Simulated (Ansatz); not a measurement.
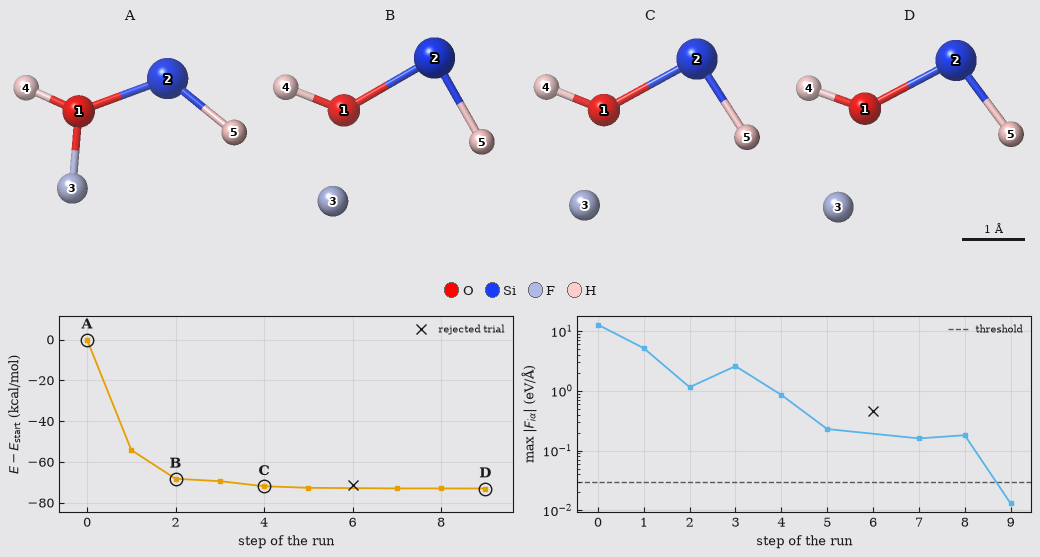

Frames of a relaxation of SiH2OF (charge +1), marked on the history of the run. The picture is a ball-and-stick view, seen face on.

It is one of the separated reactants of a reaction.

All numbers below come from RKS PBE-D4/def2-SVP in Ansatz 0.2.0.

Input file:
```yaml
crystal:
  periodic: [false, false, false]
  atoms:
    - {symbol: O, position_ang: [-0.761879, -0.805946, -0.071188]}
    - {symbol: Si, position_ang: [0.421133, 0.178655, 0.112488]}
    - {symbol: F, position_ang: [-0.445640, -2.025524, -0.056296]}
    - {symbol: H, position_ang: [-1.651539, -0.714044, -0.437582]}
    - {symbol: H, position_ang: [1.654111, -0.307910, 0.719063]}
basis:
  gaussian: {orbitals: def2-SVP}
total_charge: 1
hamiltonian: {xc: pbe, dispersion: d4}
relax: {f_tol: 0.03, max_steps: 250}
```

Run as
```bash
ansatz run in.yaml --threads 2 --pin off --events-out ev --progress --plain --max-ram 4352MiB
```

What happens along the run?

The energy falls by 73.0 kcal/mol in 8 accepted moves (9 points after the start). Largest force component: 13 eV/Å at the start, 0.013 eV/Å at the end. The line search rejected the trial step at point 6 of the run. F3 moves most after the best rigid fit: 0.39 Å. By element the largest moves are F 0.39 Å, Si 0.34 Å, O 0.13 Å, H 0.09 Å. Some distances before and after: Si2–F3 2.374 → 3.074 Å, O1–F3 1.260 → 1.672 Å, O1–Si2 1.550 → 1.687 Å, Si2–H5 1.458 → 1.525 Å. Bonds break: O1–F3 (1.26 → 1.67 Å). Among the angles between lasting bonds that change: O1–Si2–H5 118.9° → 99.3°. From step 0 to 2: Si2 moves most (0.39 Å), energy −68.2 kcal/mol. From step 2 to 4: F3 moves most (0.17 Å), energy −3.67 kcal/mol. From step 4 to 9: F3 moves most (0.11 Å), energy −1.11 kcal/mol.

```
step  E − E(0), kcal/mol  largest force component, eV/Å      note
   0                0.00                        12.8249          
   1              -54.12                         5.1788          
   2              -68.21                         1.1531          
   3              -69.40                         2.5955          
   4              -71.88                         0.8549          
   5              -72.66                         0.2294          
   6              -71.50                         0.4655  rejected
   7              -72.95                         0.1599          
   8              -72.95                         0.1808          
   9              -72.99                         0.0131
```
